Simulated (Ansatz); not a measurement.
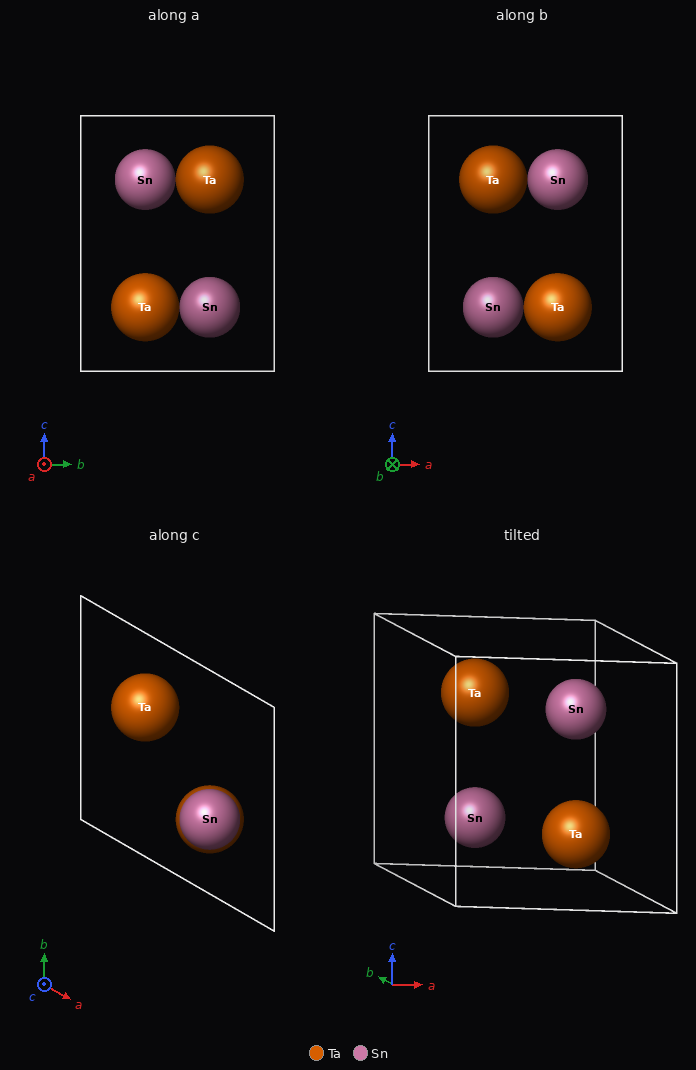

Spheres-only representation of a periodic structure, projected along the a axis, along the b axis, along the c axis and slightly off an axis. The conventional unit cell is drawn as a box.

Lattice parameters: a = 4.794 Å, b = 4.794 Å, c = 5.473 Å, α = 90.00°, β = 90.00°, γ = 120.00°. Put a along x and b in the xy plane.

Question: Set out the cell and atoms as a POSCAR file.

Answer:
```
Ta Sn
1.0
     4.794    0.000    0.000
    -2.397    4.152    0.000
     0.000    0.000    5.473
Ta Sn
2 2
Direct
  0.3333 0.6667 0.7500
  0.6667 0.3333 0.2500
  0.3333 0.6667 0.2500
  0.6667 0.3333 0.7500
```

Provenance: a structure type filled with these elements by a generator (whether the compound takes this form wasn't checked). The geometry was optimised with Ansatz 0.2.0, DFT r2SCAN, scalar-relativistic, plane waves, PAW.
